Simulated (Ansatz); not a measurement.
# One shape, several levels: SO2 (sulfur dioxide)

Wanted: a comparison of 6 runs (HF/STO-3G, UHF/STO-3G, B2PLYP/STO-3G, B3LYP/STO-3G, UPBE0/STO-3G, FCI/STO-3G) of SO2 (sulfur dioxide). 

The calculation is run with Ansatz 0.2.0.

57 further runs of the same task are left out: 19 that didn't finish, 38 set aside as unsound or not needed.

### 1 The system as given

SO2 has 3 atoms, charge 0, and is taken as a singlet. SMILES: `O=S=O`. The O3–S2 distance was set to 3.578 Å, away from the relaxed value. At this shape a bond of the SMILES string is far longer than usual.

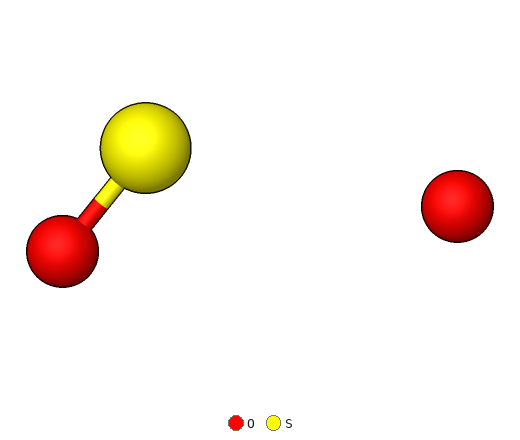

The structure, seen from a chosen angle (oxygen red, sulfur yellow).

### 2 The energy at HF/STO-3G (run 1)

molecule.yaml reads:

```yaml
crystal:
  periodic: [false, false, false]
  atoms:
    - symbol: O
      position_ang: [-1.627489, 2.686888, -0.588405]
    - symbol: S
      position_ang: [-0.383549, 2.398368, 0.057895]
    - symbol: O
      position_ang: [0.704900, -1.003280, 0.272720]
basis:
  gaussian: {orbitals: STO-3G}
hamiltonian: {xc: hf}
accuracy: high
```

Run with:

```bash
$ ansatz run molecule.yaml --threads 1 --pin off --max-ram 3480MiB --events-out events.jsonl --progress --plain --runs-dir runs
```

The program printed:

```text
Warning: RAYON_NUM_THREADS=1 ignored (pool sized by the plan → 1); use --threads N
Functional definition: HF
  name "HF"
  exchange = exact_x
  correlation = 0
300 factors; integrals over basis functions are off by at most 2.4e-8 eV
mean field evaluation 1: about -14662.2710 eV, gradient 1.3e1 eV
mean field evaluation 2: about -14662.2763 eV, gradient 1.3e1 eV
mean field evaluation 4: about -14623.0502 eV, gradient 1.1e2 eV
mean field evaluation 8: about -14708.6939 eV, gradient 1.8e0 eV
mean field evaluation 16: about -14708.7064 eV, gradient 3.1e-5 eV
mean field evaluation 32: about -14708.7035 eV, gradient 4.1e-2 eV
mean field evaluation 64: about -14708.6972 eV, gradient 1.9e-2 eV
mean field evaluation 96: about -14708.6892 eV, gradient 3.1e-2 eV
mean field evaluation 128: about -14708.7059 eV, gradient 2.5e-1 eV
mean field evaluation 160: about -14708.7009 eV, gradient 7.5e-1 eV
mean field evaluation 192: about -14695.8877 eV, gradient 5.0e0 eV
mean field evaluation 224: about -14687.3757 eV, gradient 8.2e0 eV
mean field evaluation 256: about -14706.5815 eV, gradient 1.6e1 eV
mean field -14708.70641880 eV, -540.5349909717 hartree, gradient 7.2e-8 eV, S^2 0.000000; 10 other end points of the search recorded, 0 dependent functions left out
reference -14708.70641880 eV, -540.5349909717 hartree; 16, 16 occupied and 3, 3 virtual orbitals, 300 factors
Total energy: -14708.70641880 eV, -540.5349909717 hartree
```

It took 0.4 s on 1 thread of Arm Neoverse V1, shared host.

### 3 A single-point energy at UHF/STO-3G (run 2)

job.yaml reads:

```yaml
crystal:
  periodic: [false, false, false]
  atoms:
    - {symbol: O, position_ang: [-1.627489, 2.686888, -0.588405]}
    - {symbol: S, position_ang: [-0.383549, 2.398368, 0.057895]}
    - {symbol: O, position_ang: [0.704900, -1.003280, 0.272720]}
basis:
  gaussian:
    orbitals: STO-3G
magnetization:
  spin_polarized: true
  initial_magnetization: 0
hamiltonian:
  xc: hf
accuracy: high
```

Run with:

```bash
$ ansatz run job.yaml --threads 1 --pin off --max-ram 3480MiB --events-out events.jsonl --progress --plain --runs-dir runs
```

The program printed:

```text
Warning: RAYON_NUM_THREADS=1 ignored (pool sized by the plan → 1); use --threads N
Functional definition: HF
  name "HF"
  exchange = exact_x
  correlation = 0
300 factors; integrals over basis functions are off by at most 2.4e-8 eV
mean field evaluation 1: about -14662.2710 eV, gradient 9.3e0 eV
mean field evaluation 2: about -14662.2763 eV, gradient 9.3e0 eV
mean field evaluation 4: about -14623.0502 eV, gradient 7.9e1 eV
mean field evaluation 8: about -14707.2562 eV, gradient 8.9e0 eV
mean field evaluation 16: about -14708.7064 eV, gradient 7.6e-4 eV
mean field evaluation 32: about -14712.6292 eV, gradient 2.5e-3 eV
mean field evaluation 64: about -14714.4837 eV, gradient 9.6e-2 eV
mean field evaluation 96: about -14620.2362 eV, gradient 8.0e1 eV
mean field evaluation 128: about -14714.4851 eV, gradient 8.1e-4 eV
mean field evaluation 160: about -14714.4852 eV, gradient 2.5e-3 eV
mean field evaluation 192: about -14714.4848 eV, gradient 1.7e-3 eV
mean field evaluation 224: about -14704.8877 eV, gradient 1.4e1 eV
mean field evaluation 256: about -14714.4516 eV, gradient 1.9e-2 eV
mean field evaluation 288: about -14713.4831 eV, gradient 1.2e1 eV
mean field evaluation 320: about -14714.4842 eV, gradient 9.8e-3 eV
mean field evaluation 352: about -14712.5063 eV, gradient 1.5e0 eV
mean field evaluation 384: about -14714.2837 eV, gradient 1.7e0 eV
mean field evaluation 416: about -14712.4752 eV, gradient 1.4e0 eV
mean field evaluation 448: about -14711.2570 eV, gradient 1.2e0 eV
mean field evaluation 480: about -14708.6531 eV, gradient 2.6e-2 eV
mean field evaluation 512: about -14712.6327 eV, gradient 9.1e-4 eV
mean field evaluation 544: about -14710.0067 eV, gradient 3.4e0 eV
mean field -14714.48557562 eV, -540.7473710676 hartree, gradient 2.1e-8 eV, S^2 2.004115; 9 other end points of the search recorded, 0 dependent functions left out
reference -14714.48557562 eV, -540.7473710676 hartree; 16, 16 occupied and 3, 3 virtual orbitals, 300 factors
Total energy: -14714.48557562 eV, -540.7473710676 hartree
```

Wall time 1.7 s (1 thread of Arm Neoverse V1, shared host).

Run 3 isn't shown in full; the table further down has it.

### 4 A single-point energy at B3LYP/STO-3G (run 4)

job.yaml reads:

```yaml
basis:
  gaussian:
    orbitals: STO-3G
crystal:
  periodic: [false, false, false]
  atoms:
    - symbol: O
      position_ang: [-1.627489, 2.686888, -0.588405]
    - symbol: S
      position_ang: [-0.383549, 2.398368, 0.057895]
    - symbol: O
      position_ang: [0.704900, -1.003280, 0.272720]
hamiltonian:
  xc: {name: B3LYP}
accuracy: high
```

Run with:

```bash
$ ansatz run job.yaml --threads 1 --pin off --max-ram 3480MiB --events-out events.jsonl --progress --plain --runs-dir runs
```

The program printed:

```text
Warning: RAYON_NUM_THREADS=1 ignored (pool sized by the plan → 1); use --threads N
Functional definition: B3LYP
  name "B3LYP"
  parameter a0 = 0.2
  parameter ax = 0.72
  parameter ac = 0.81
  exchange = (1 - a0 - ax)*slater_x + ax*b88_x + a0*exact_x
  correlation = (1 - ac)*vwn_rpa_c + ac*lyp_c
300 factors; integrals over basis functions are off by at most 2.4e-8 eV
mean field evaluation 1: about -14695.5592 eV, gradient 2.0e1 eV
mean field evaluation 2: about -14493.8857 eV, gradient 9.5e0 eV
mean field evaluation 4: about -14630.5017 eV, gradient 1.3e2 eV
mean field evaluation 8: about -14739.9264 eV, gradient 1.4e1 eV
mean field evaluation 16: about -14741.1019 eV, gradient 2.6e-3 eV
mean field evaluation 32: about -14740.9404 eV, gradient 2.4e-2 eV
mean field evaluation 64: about -14741.1014 eV, gradient 4.2e-2 eV
mean field evaluation 96: about -14741.0909 eV, gradient 4.8e-2 eV
mean field -14741.10194645 eV, -541.7255046543 hartree, gradient 3.5e-8 eV, S^2 0.000000; 7 other end points of the search recorded, 0 dependent functions left out
reference -14741.10196809 eV, -541.7255054493 hartree; 16, 16 occupied and 3, 3 virtual orbitals, 300 factors
Total energy: -14741.10196809 eV, -541.7255054493 hartree
```

Run time: 5.7 s. Hardware: 1 thread of Arm Neoverse V1, shared host.

Run 5 isn't shown in full; the table further down has it.

### 5 The energy at FCI/STO-3G (run 6)

Changes to job.yaml since step 4:

```diff
@@ -1,4 +1 @@
-basis:
-  gaussian:
-    orbitals: STO-3G
 crystal:
@@ -12,4 +9,8 @@
       position_ang: [0.704900, -1.003280, 0.272720]
-hamiltonian:
-  xc: {name: B3LYP}
+basis:
+  gaussian:
+    orbitals: STO-3G
+correlation:
+  method: fci
+  frozen_orbitals: {O: 1, S: 5}
 accuracy: high
```

Run with:

```bash
$ ansatz run job.yaml --threads 1 --pin off --max-ram 3480MiB --events-out events.jsonl --progress --plain --runs-dir runs
```

The program printed:

```text
Warning: RAYON_NUM_THREADS=1 ignored (pool sized by the plan → 1); use --threads N
[... 27 lines left out ...]
7 core orbitals not correlated: weight in the atoms' cores, before any rotation towards them, 1.000 or more for the frozen orbitals, at most 0.000 for the correlated occupied ones
[... 2 lines left out ...]
7 core orbitals not correlated: weight in the atoms' cores, before any rotation towards them, 1.000 or more for the frozen orbitals, at most 0.000 for the correlated occupied ones
[... 1 line left out ...]
Total energy: -14716.71452011 eV, -540.8292832667 hartree
```

Wall time 2.4 s (1 thread of Arm Neoverse V1, shared host).

### 6 All runs side by side

| run | level | frozen core orbitals | energy (Eh) | wall time |
| --- | --- | --- | --- | --- |
| 1 | HF/STO-3G | – | -540.534991 | 0.4 s |
| 2 | UHF/STO-3G | – | -540.747371 | 1.7 s |
| 3 | B2PLYP/STO-3G | 7 | -541.413952 | 14 s |
| 4 | B3LYP/STO-3G | – | -541.725505 | 5.7 s |
| 5 | UPBE0/STO-3G | – | -541.649255 | 31 s |
| 6 | FCI/STO-3G | 7 | -540.829283 | 2.4 s |

### 7 Results

```
                                          quantity          value
                               run 6: total energy  -540.82928 Eh
run 6: correlation energy (7 core orbitals frozen)     -294.3 mEh
```

**Reading.** Against full CI in this basis: HF +294.3 mEh; UHF +81.9 mEh. Totals of different functionals can't be ranked against each other. In run 3 the log says that unrestricted orbitals would lower the reference, so the values rest on an unstable closed-shell determinant (other closed-shell runs at this shape may share the fault). In runs 1, 2, 3, 4, 5, 6 the basis is minimal, so the values are rough. In runs 1, 3, 4 a closed-shell determinant meets a far-stretched bond, which it describes badly. Spin contamination of the reference: run 2 ⟨S²⟩ = 2.00, run 5 ⟨S²⟩ = 2.00. Where it is this large, the reference is a mixture of spin states, and values that rest on it are in doubt. All runs together took 55 s, the longest 31 s.
